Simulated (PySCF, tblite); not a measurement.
**C6H8ClFO: a rotation path, then NMR shifts on frames, part 1 of 2**

Aim: move C6H8ClFO (`C=CC[C@@H]1O[C@]1(F)CCl`) away from its starting geometry and see how NMR shifts follow the geometry.

Computed with tblite 0.8.0 and PySCF 2.14.0, with density-fitted response routines of our own, on a single molecule in the gas phase. Atoms count from 0, in the outputs and in this text.

## 1. The molecule as given

17 atoms, charge 0, multiplicity 1; geometry from: GFN2-xTB.

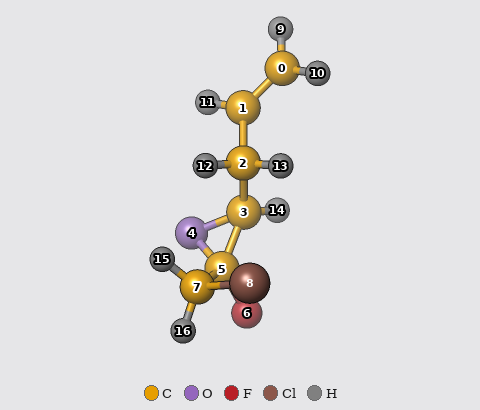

The starting geometry (carbon amber, oxygen purple, fluorine red, chlorine brown, hydrogen grey), atoms numbered; sticks join atoms by distance.

## 2. The rotation path with GFN2-xTB

What the job is given:

```
{"job": {"kind": "neb", "xc": "GFN2-xTB", "basis": "xTB", "atoms": [6, 5, 7, 8], "turn": 120}, "charge": 0, "multiplicity": 1}
C      3.005211     0.726171    -0.308557
C      1.890139     0.089477    -0.607778
C      0.538661     0.462517    -0.074228
C     -0.064186    -0.704003     0.674293
O     -0.811497    -1.670024    -0.046065
C     -1.506022    -0.899007     0.850876
F     -1.891400    -1.568168     1.978484
C     -2.586813     0.024095     0.357718
Cl    -2.463522     1.614871     1.154072
H      3.956660     0.430447    -0.714847
H      3.011522     1.577325     0.352527
H      1.896298    -0.766697    -1.268075
H     -0.115256     0.737409    -0.904784
H      0.618905     1.312138     0.606443
H      0.572797    -1.135458     1.443118
H     -2.493250     0.172699    -0.716915
H     -3.565246    -0.391763     0.600367
```

With the program's defaults for keys left out, this is: GFN2-xTB climbing-image nudged elastic band, gas phase.

Run with:

```
$ OMP_NUM_THREADS=1 python probes_run.py task.json out
```

One launch serves the whole session: the jobs run in the order shown.

Standard output:

```text
image   E - E0 / eV
  0       0.0000
  1       0.0145
  2       0.0524
  3       0.0953
  4       0.1243
  5       0.1284
  6       0.1121
  7       0.0913
  8       0.0813
```

Run time: 4.8 s. Hardware: 1 thread of Arm Neoverse V1, shared host; peak memory 0.18 GiB.

The final band, with the dihedral F6–C5–C7–Cl8:

| image | dihedral (°) | energy (eV) | energy (kcal/mol) |
| --- | --- | --- | --- |
| 0 | 87 | 0.000 | 0.0 |
| 1 | 102 | 0.014 | 0.3 |
| 2 | 116 | 0.052 | 1.2 |
| 3 | 130 | 0.095 | 2.2 |
| 4 | 147 | 0.124 | 2.9 |
| 5 | 162 | 0.128 | 3.0 |
| 6 | 179 | 0.112 | 2.6 |
| 7 | 194 | 0.091 | 2.1 |
| 8 | 209 | 0.081 | 1.9 |

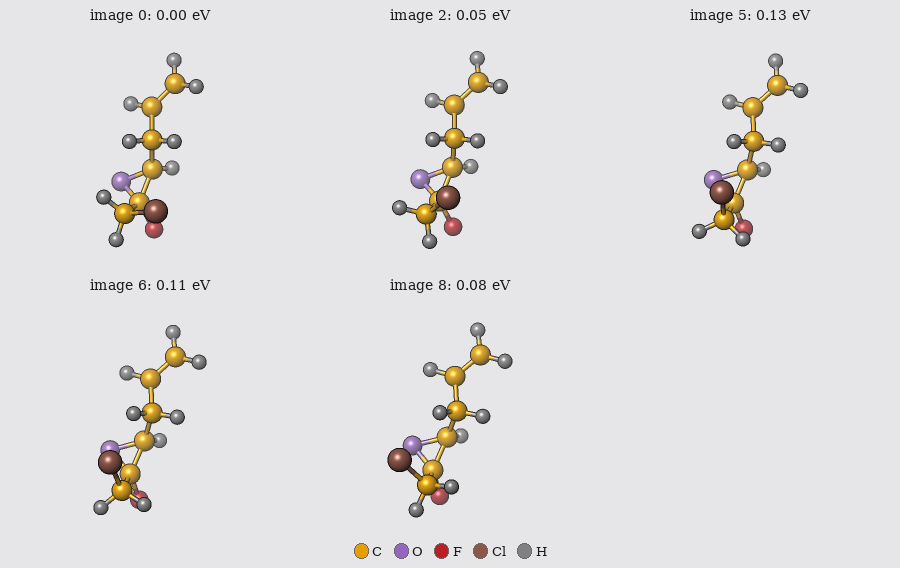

Images along the band.

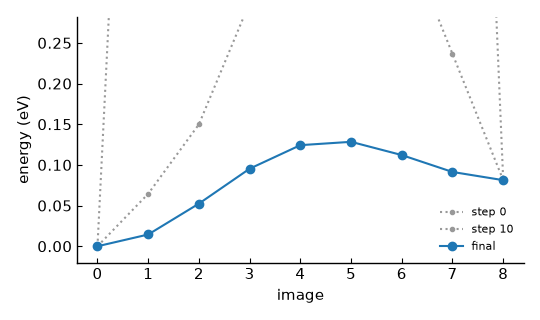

Energy along the band, early and final.

## 3. Nuclear shieldings: image 0, PBE0/pcSseg-1

What the job is given:

```
{"job": {"kind": "nmr", "xc": "PBE0", "basis": "pcSseg-1", "pop": false}, "charge": 0, "multiplicity": 1}
C      3.005200     0.726200    -0.308600
C      1.890100     0.089500    -0.607800
C      0.538700     0.462500    -0.074200
C     -0.064200    -0.704000     0.674300
O     -0.811500    -1.670000    -0.046100
C     -1.506000    -0.899000     0.850900
F     -1.891400    -1.568200     1.978500
C     -2.586800     0.024100     0.357700
Cl    -2.463500     1.614900     1.154100
H      3.956700     0.430400    -0.714800
H      3.011500     1.577300     0.352500
H      1.896300    -0.766700    -1.268100
H     -0.115300     0.737400    -0.904800
H      0.618900     1.312100     0.606400
H      0.572800    -1.135500     1.443100
H     -2.493300     0.172700    -0.716900
H     -3.565200    -0.391800     0.600400
```

With the program's defaults for keys left out, this is: GIAO PBE0/pcSseg-1 NMR shielding, non-relativistic, gas phase.

Standard output:

```text
coarse grid: 15272 points
cycle   1  E = -867.8078465650  dE =  1.399e+00  |g| = 7.692e-01  |ddm| = 3.724e+00
cycle   2  E = -867.6764026540  dE =  1.314e-01  |g| = 1.176e+00  |ddm| = 1.314e+00
cycle   3  E = -867.9186766312  dE = -2.423e-01  |g| = 1.053e-01  |ddm| = 8.185e-01
cycle   4  E = -867.9206005660  dE = -1.924e-03  |g| = 4.979e-02  |ddm| = 1.179e-01
cycle   5  E = -867.9210377440  dE = -4.372e-04  |g| = 1.531e-02  |ddm| = 4.332e-02
cycle   6  E = -867.9210776199  dE = -3.988e-05  |g| = 3.403e-03  |ddm| = 1.350e-02
cycle   7  E = -867.9210798596  dE = -2.240e-06  |g| = 8.031e-04  |ddm| = 3.243e-03
final grid: 144784 points
cycle   8  E = -867.9921147949  dE = -4.940e-05  |g| = 1.194e-02  |ddm| = 3.281e-02
cycle   9  E = -867.9920830817  dE =  3.171e-05  |g| = 1.778e-02  |ddm| = 2.023e-02
cycle  10  E = -867.9921428304  dE = -5.975e-05  |g| = 1.973e-03  |ddm| = 1.239e-02
cycle  11  E = -867.9921435862  dE = -7.557e-07  |g| = 3.974e-04  |ddm| = 1.582e-03
cycle  12  E = -867.9921436112  dE = -2.507e-08  |g| = 1.455e-04  |ddm| = 4.133e-04
cycle  13  E = -867.9921436144  dE = -3.200e-09  |g| = 3.773e-05  |ddm| = 1.236e-04
cycle  14  E = -867.9921436147  dE = -2.801e-10  |g| = 8.268e-06  |ddm| = 3.866e-05
converged SCF energy = -867.9921436147

GIAO shielding tensors (ppm)
atom      isotropic    diamagn.    paramagn.     s11        s22        s33       span
  0 C       62.655     252.481    -189.826    -49.605     80.682    156.887    206.492
  1 C       43.480     255.353    -211.873    -80.134     49.391    161.184    241.317
  2 C      145.024     246.441    -101.416    136.783    143.865    154.425     17.642
  3 C      124.765     250.595    -125.830     83.363    117.196    173.736     90.373
  4 O      227.225     399.295    -172.069     71.035    254.665    355.976    284.942
  5 C       88.372     252.541    -164.169     45.037     73.569    146.508    101.471
  6 F      326.852     472.480    -145.628    231.999    321.762    426.795    194.796
  7 C      133.729     248.866    -115.137    111.674    136.003    153.511     41.837
  8 Cl     872.995    1146.417    -273.422    694.874    840.387   1083.724    388.850
  9 H       26.242      27.788      -1.545     23.360     25.085     30.282      6.923
 10 H       26.143      30.667      -4.524     22.671     25.318     30.441      7.770
 11 H       25.382      31.032      -5.650     22.735     24.025     29.387      6.653
 12 H       29.832      31.302      -1.470     24.969     31.518     33.009      8.040
 13 H       28.878      31.572      -2.694     23.715     30.512     32.406      8.691
 14 H       28.742      31.103      -2.362     23.050     28.286     34.889     11.839
 15 H       28.053      29.586      -1.533     23.106     28.088     32.965      9.858
 16 H       27.239      27.125       0.114     21.597     26.914     33.206     11.610
```

Run time: 29 s. Hardware: 1 thread of Arm Neoverse V1, shared host; peak memory 0.89 GiB.

The references, computed at this level on geometries of the same kind, shield at (ppm): ¹H TMS 31.72, ¹³C TMS 186.9, ¹⁹F CFCl3 170.9, ¹⁷O H2O 336.1, ³⁵Cl HCl 950. Their shielding less the atom's gives the shift. The references are single molecules in the gas phase, so shifts against H2O, NH3, PH3, H3PO4 or CFCl3 are not on the usual liquid scales and can be off by tens of ppm. Each atom is listed at this fixed geometry, with no averaging over motion; a spectrum would average atoms that exchange fast.

| atoms | environment | σ (ppm) | δ (ppm) |
| --- | --- | --- | --- |
| C1 | alkene CH | 43.5 | 143.4 |
| C0 | terminal =CH2 carbon | 62.7 | 124.3 |
| C5 | three-membered-ring carbon bearing a halogen | 88.4 | 98.6 |
| C3 | epoxide ring carbon | 124.8 | 62.2 |
| C7 | sp3 CH2 bonded to Cl | 133.7 | 53.2 |
| C2 | allylic sp3 CH2 | 145.0 | 41.9 |
| H11 | hydrogen on an alkene CH | 25.38 | 6.33 |
| H10 | hydrogen on a terminal =CH2 carbon | 26.14 | 5.57 |
| H9 | hydrogen on a terminal =CH2 carbon | 26.24 | 5.47 |
| H16 | hydrogen on an sp3 CH2 bonded to Cl | 27.24 | 4.48 |
| H15 | hydrogen on an sp3 CH2 bonded to Cl | 28.05 | 3.66 |
| H14 | hydrogen on an epoxide ring carbon | 28.74 | 2.98 |
| H13 | hydrogen on an allylic sp3 CH2 | 28.88 | 2.84 |
| H12 | hydrogen on an allylic sp3 CH2 | 29.83 | 1.88 |
| O4 | ether oxygen | 227.2 | 108.9 |
| F6 | fluorine on an sp3 carbon | 326.9 | -155.9 |
| Cl8 | chlorine bonded to C | 873 | 77 |

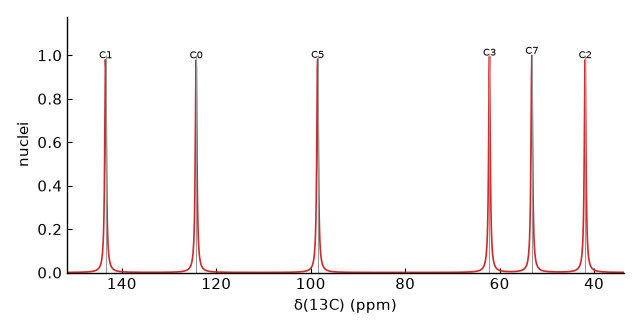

¹³C lines at the computed shifts, without couplings. Lines are broadened to a width of 0.41 ppm (Lorentzian).

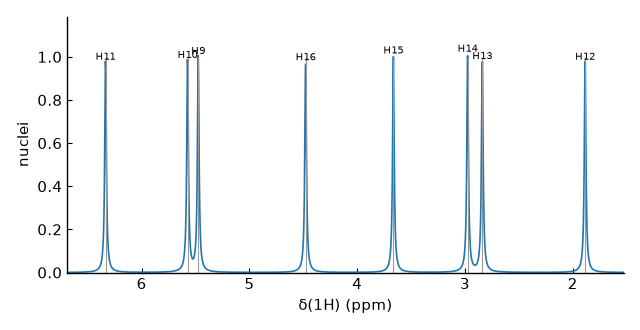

¹H lines at the computed shifts, without couplings. Lines are broadened to a width of 0.02 ppm (Lorentzian).

Ring of atoms C3, O4, C5: NICS(0) -42.9, NICS(1) -5.8, NICS(1)zz -16.4 ppm (means of both faces).

In rings of three or four atoms NICS is ruled by the nearby σ bonds, so it says little on aromaticity.

## 4. Nuclear shieldings: image 2, PBE0/pcSseg-1

What the job is given:

```
{"job": {"kind": "nmr", "xc": "PBE0", "basis": "pcSseg-1", "pop": false}, "charge": 0, "multiplicity": 1}
C      3.031000     0.744600    -0.242200
C      1.918100     0.129000    -0.590700
C      0.565600     0.472500    -0.040900
C     -0.067700    -0.726400     0.624400
O     -0.837900    -1.625600    -0.154400
C     -1.512600    -0.910500     0.801400
F     -1.872100    -1.663300     1.891100
C     -2.644500     0.005200     0.401300
Cl    -2.255000     1.732800     0.581300
H      3.984600     0.486200    -0.669100
H      3.033400     1.543900     0.481200
H      1.928300    -0.670400    -1.318500
H     -0.079200     0.807500    -0.855600
H      0.654900     1.275800     0.693300
H      0.558200    -1.228800     1.359700
H     -2.917300    -0.167400    -0.640000
H     -3.494800    -0.193100     1.054400
```

Level: GIAO PBE0/pcSseg-1 NMR shielding, non-relativistic, gas phase.

Standard output:

```text
coarse grid: 15272 points
cycle   1  E = -867.8026439372  dE =  1.401e+00  |g| = 7.757e-01  |ddm| = 3.728e+00
cycle   2  E = -867.6647747006  dE =  1.379e-01  |g| = 1.195e+00  |ddm| = 1.316e+00
cycle   3  E = -867.9151364640  dE = -2.504e-01  |g| = 1.064e-01  |ddm| = 8.201e-01
cycle   4  E = -867.9170742729  dE = -1.938e-03  |g| = 5.091e-02  |ddm| = 1.178e-01
cycle   5  E = -867.9175254517  dE = -4.512e-04  |g| = 1.531e-02  |ddm| = 4.359e-02
cycle   6  E = -867.9175655145  dE = -4.006e-05  |g| = 3.387e-03  |ddm| = 1.382e-02
cycle   7  E = -867.9175677616  dE = -2.247e-06  |g| = 7.917e-04  |ddm| = 3.285e-03
final grid: 144784 points
cycle   8  E = -867.9878046697  dE = -4.468e-05  |g| = 1.183e-02  |ddm| = 3.205e-02
cycle   9  E = -867.9877722982  dE =  3.237e-05  |g| = 1.782e-02  |ddm| = 1.994e-02
cycle  10  E = -867.9878317282  dE = -5.943e-05  |g| = 1.868e-03  |ddm| = 1.217e-02
cycle  11  E = -867.9878324060  dE = -6.778e-07  |g| = 3.909e-04  |ddm| = 1.506e-03
cycle  12  E = -867.9878324298  dE = -2.382e-08  |g| = 1.421e-04  |ddm| = 4.062e-04
cycle  13  E = -867.9878324328  dE = -3.014e-09  |g| = 3.458e-05  |ddm| = 1.174e-04
cycle  14  E = -867.9878324330  dE = -2.381e-10  |g| = 7.955e-06  |ddm| = 3.661e-05
converged SCF energy = -867.9878324330

GIAO shielding tensors (ppm)
atom      isotropic    diamagn.    paramagn.     s11        s22        s33       span
  0 C       62.767     252.508    -189.742    -49.420     81.300    156.420    205.840
  1 C       42.996     254.570    -211.574    -80.362     48.642    160.708    241.069
  2 C      142.305     246.225    -103.920    135.523    140.924    150.468     14.945
  3 C      122.190     250.082    -127.892     81.523    113.118    171.928     90.404
  4 O      224.893     399.142    -174.249     61.924    251.143    361.613    299.689
  5 C       89.055     251.723    -162.668     44.491     71.674    151.001    106.511
  6 F      309.440     472.342    -162.902    184.591    320.129    423.600    239.009
  7 C      133.617     246.125    -112.508    109.112    137.318    154.421     45.310
  8 Cl     876.063    1147.247    -271.184    713.713    862.968   1051.508    337.795
  9 H       26.271      27.755      -1.484     23.378     25.121     30.315      6.937
 10 H       26.162      30.716      -4.554     22.660     25.367     30.457      7.797
 11 H       25.403      30.833      -5.430     22.844     24.062     29.303      6.459
 12 H       29.442      30.887      -1.445     24.202     30.877     33.248      9.046
 13 H       28.843      31.678      -2.836     23.717     30.472     32.340      8.623
 14 H       28.677      30.950      -2.273     22.874     28.285     34.872     11.998
 15 H       27.498      28.057      -0.558     21.945     27.862     32.689     10.744
 16 H       27.170      27.348      -0.177     21.217     27.386     32.908     11.691
```

It took 28 s on 1 thread of Arm Neoverse V1, shared host; peak memory 0.89 GiB.

In short: δ C1 143.9, C0 124.2, C5 97.9, C3 64.7, H11 6.31, H10 5.56 ppm.

(Continued in part 2 of 2.)
